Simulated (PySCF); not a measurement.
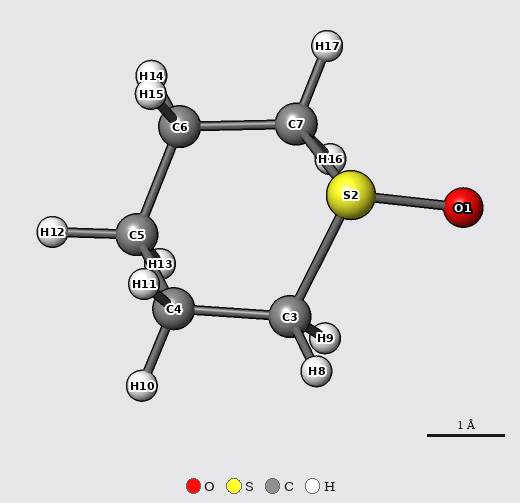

Fig. 1: The input geometry of the first run (ball-and-stick view, seen at a tilt; atoms are numbered from 1 in the order of the input).

**C5H10OS: a changed input and its effect**

System: C5H10OS, SMILES O=S1CCCCC1.
Method of the first run: GIAO PBE0/pcSseg-1 NMR shielding, non-relativistic, IEF-PCM dimethylsulfoxide (PySCF 2.14.0).

The geometry comes from this level: PBE0-D3(BJ)/def2-SVP. Text and figures count atoms from 1; the logs count them from 0 in places.

**Input, the first run**
```
{"job": {"kind": "nmr", "xc": "PBE0", "basis": "pcSseg-1", "solvent": "dimethylsulfoxide", "pop": false}, "charge": 0, "multiplicity": 1}
O      3.032329     0.492945     0.089482
S      1.730743     0.272124    -0.626858
C      0.533897     1.446946     0.100350
C     -0.903122     1.136862    -0.287794
C     -1.372806    -0.222232     0.221258
C     -0.495864    -1.368510    -0.273698
C      0.962319    -1.205945     0.124823
H      0.864963     2.437309    -0.246713
H      0.710411     1.392106     1.187721
H     -1.555029     1.935761     0.101091
H     -0.999162     1.173861    -1.387534
H     -2.415549    -0.393235    -0.089543
H     -1.373651    -0.216900     1.325810
H     -0.867107    -2.329369     0.117975
H     -0.566641    -1.439960    -1.373857
H      1.103063    -1.079629     1.211391
H      1.590142    -2.048033    -0.203486
```

The first line tells a small driver script what to run in PySCF; the rest is the geometry in Å.

Launched with:
```bash
OMP_NUM_THREADS=1 python <driver script> task.json out
```

Hardware: 1 CPU thread, shared host.

**Output (the first run)**
```
coarse grid: 14344 points
cycle   1  E = -669.2412079408  dE =  1.000e+00  |g| = 8.526e-01  |ddm| = 3.762e+00
cycle   2  E = -668.8732027927  dE =  3.680e-01  |g| = 1.597e+00  |ddm| = 2.846e+00
cycle   3  E = -669.3724915788  dE = -4.993e-01  |g| = 1.855e-01  |ddm| = 2.255e+00
cycle   4  E = -669.3795308123  dE = -7.039e-03  |g| = 7.291e-02  |ddm| = 2.278e-01
cycle   5  E = -669.3808421446  dE = -1.311e-03  |g| = 8.020e-03  |ddm| = 7.365e-02
cycle   6  E = -669.3808562245  dE = -1.408e-05  |g| = 2.060e-03  |ddm| = 1.163e-02
cycle   7  E = -669.3808570239  dE = -7.993e-07  |g| = 6.755e-04  |ddm| = 2.695e-03
final grid: 132720 points
cycle   8  E = -669.4372344883  dE = -4.067e-05  |g| = 1.135e-02  |ddm| = 3.413e-02
cycle   9  E = -669.4371904925  dE =  4.400e-05  |g| = 1.835e-02  |ddm| = 2.902e-02
cycle  10  E = -669.4372634138  dE = -7.292e-05  |g| = 2.307e-03  |ddm| = 1.923e-02
cycle  11  E = -669.4372644395  dE = -1.026e-06  |g| = 2.730e-04  |ddm| = 2.118e-03
cycle  12  E = -669.4372644547  dE = -1.516e-08  |g| = 7.228e-05  |ddm| = 3.221e-04
cycle  13  E = -669.4372644558  dE = -1.082e-09  |g| = 2.372e-05  |ddm| = 8.508e-05
cycle  14  E = -669.4372644559  dE = -1.328e-10  |g| = 3.611e-06  |ddm| = 2.568e-05
converged SCF energy = -669.4372644559

GIAO shielding tensors (ppm)
atom      isotropic    diamagn.    paramagn.     s11        s22        s33       span
  0 O      287.142     397.816    -110.674    141.055    297.219    423.152    282.097
  1 S      202.570    1052.407    -849.837     32.768     86.518    488.424    455.656
  2 C      125.819     252.466    -126.647     91.628    127.095    158.734     67.106
  3 C      159.865     247.302     -87.437    149.743    156.400    173.451     23.709
  4 C      158.289     246.688     -88.399    153.477    157.750    163.642     10.165
  5 C      159.937     247.398     -87.461    149.877    156.367    173.567     23.691
  6 C      125.970     252.499    -126.529     92.205    127.197    158.507     66.302
  7 H       28.041      29.362      -1.321     24.439     26.862     32.822      8.383
  8 H       28.936      30.880      -1.944     26.415     27.764     32.628      6.212
  9 H       29.291      28.574       0.716     23.787     27.175     36.910     13.123
 10 H       29.749      29.528       0.221     25.827     28.028     35.393      9.566
 11 H       29.721      29.074       0.647     25.003     27.347     36.812     11.809
 12 H       29.956      30.278      -0.322     26.410     27.694     35.763      9.354
 13 H       29.291      28.589       0.701     23.771     27.179     36.922     13.150
 14 H       29.764      29.547       0.217     25.876     28.031     35.386      9.511
 15 H       28.933      30.872      -1.939     26.416     27.749     32.633      6.217
 16 H       28.041      29.356      -1.315     24.431     26.845     32.847      8.416
```

For the second run the input was changed thus:
```diff
-"solvent": "dimethylsulfoxide"
-"pop": false
+"solvent": "dichloromethane"
+"pop": true
```

How does the second run compare with the first run?

The total energy of the second run is 1.3 kcal/mol higher: the change of the electrostatic solvation energy at this fixed geometry, without cavity or dispersion terms. The dipole moment goes from 6.08 to 5.88 D. Of all shieldings, the largest change is that of O1, by −3.8 ppm. The number of SCF iterations is the same.

**Output (the second run)**
```
coarse grid: 14344 points
cycle   1  E = -669.2373015432  dE =  1.004e+00  |g| = 8.557e-01  |ddm| = 3.762e+00
cycle   2  E = -668.8390587693  dE =  3.982e-01  |g| = 1.641e+00  |ddm| = 2.995e+00
cycle   3  E = -669.3697571886  dE = -5.307e-01  |g| = 1.927e-01  |ddm| = 2.395e+00
cycle   4  E = -669.3773708410  dE = -7.614e-03  |g| = 7.714e-02  |ddm| = 2.421e-01
cycle   5  E = -669.3788360914  dE = -1.465e-03  |g| = 8.627e-03  |ddm| = 7.865e-02
cycle   6  E = -669.3788527064  dE = -1.662e-05  |g| = 2.209e-03  |ddm| = 1.274e-02
cycle   7  E = -669.3788536387  dE = -9.323e-07  |g| = 7.160e-04  |ddm| = 2.971e-03
final grid: 132720 points
cycle   8  E = -669.4352399614  dE = -4.048e-05  |g| = 1.139e-02  |ddm| = 3.418e-02
cycle   9  E = -669.4351937608  dE =  4.620e-05  |g| = 1.864e-02  |ddm| = 2.968e-02
cycle  10  E = -669.4352690079  dE = -7.525e-05  |g| = 2.381e-03  |ddm| = 1.994e-02
cycle  11  E = -669.4352701016  dE = -1.094e-06  |g| = 2.799e-04  |ddm| = 2.198e-03
cycle  12  E = -669.4352701178  dE = -1.625e-08  |g| = 7.242e-05  |ddm| = 3.344e-04
cycle  13  E = -669.4352701189  dE = -1.077e-09  |g| = 2.411e-05  |ddm| = 8.607e-05
cycle  14  E = -669.4352701190  dE = -1.367e-10  |g| = 3.718e-06  |ddm| = 2.641e-05
converged SCF energy = -669.4352701190

GIAO shielding tensors (ppm)
atom      isotropic    diamagn.    paramagn.     s11        s22        s33       span
  0 O      283.366     397.398    -114.031    134.270    294.269    421.560    287.290
  1 S      201.926    1052.297    -850.371     30.296     86.469    489.014    458.717
  2 C      125.838     252.452    -126.614     92.150    126.785    158.580     66.430
  3 C      159.826     247.328     -87.502    149.791    156.331    173.355     23.564
  4 C      158.166     246.673     -88.507    153.351    157.635    163.512     10.161
  5 C      159.896     247.422     -87.526    149.920    156.304    173.464     23.544
  6 C      125.984     252.484    -126.500     92.719    126.886    158.347     65.628
  7 H       28.076      29.406      -1.330     24.492     26.888     32.849      8.357
  8 H       28.965      30.893      -1.928     26.460     27.789     32.644      6.183
  9 H       29.313      28.613       0.700     23.818     27.203     36.917     13.099
 10 H       29.775      29.554       0.221     25.870     28.050     35.405      9.535
 11 H       29.732      29.094       0.638     25.023     27.369     36.804     11.781
 12 H       29.982      30.296      -0.314     26.439     27.726     35.780      9.341
 13 H       29.313      28.628       0.685     23.803     27.207     36.929     13.126
 14 H       29.790      29.573       0.217     25.919     28.052     35.398      9.480
 15 H       28.963      30.886      -1.923     26.462     27.777     32.650      6.188
 16 H       28.076      29.399      -1.323     24.484     26.871     32.874      8.390
```

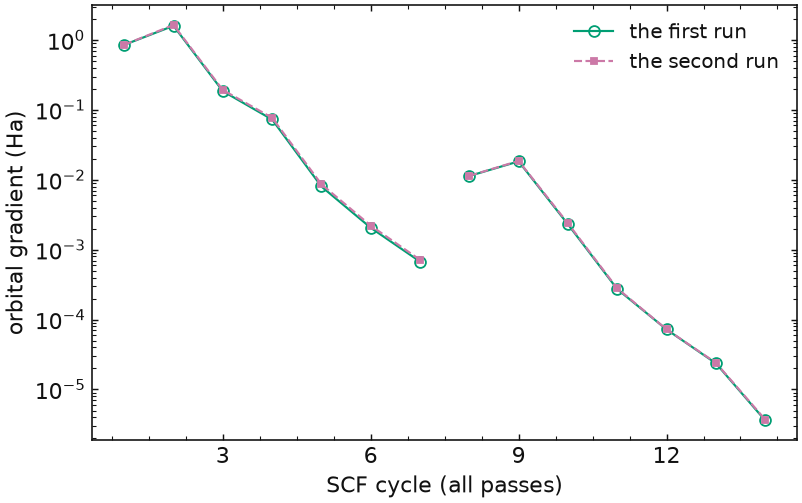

Fig. 2: Convergence of the two runs: orbital gradient against the SCF cycle. A break in a curve parts two SCF passes (coarse and final grid). The first run takes 14 cycles in all, and the second run takes 14.

**The two runs side by side**

| quantity | the first run | the second run |
| --- | --- | --- |
| outcome | converged | converged |
| total energy (hartree) | −669.437264 | −669.435270 |
| HOMO (eV) | −6.68 | −6.64 |
| LUMO (eV) | 0.93 | 0.92 |
| dipole moment (D) | 6.08 | 5.88 |
| shielding of O1 (ppm) | 287.1 | 283.4 |
| shielding of S2 (ppm) | 202.6 | 201.9 |
| shielding of C4 (ppm) | 159.9 | 159.8 |
| shielding of C5 (ppm) | 158.3 | 158.2 |
| shielding of C6 (ppm) | 159.9 | 159.9 |
| shielding of H8 (ppm) | 28.0 | 28.1 |
| shielding of H17 (ppm) | 28.0 | 28.1 |
| SCF iterations | 14 | 14 |
| basis functions | 176 | 176 |
| wall time (shared host) | 27 s | 29 s |
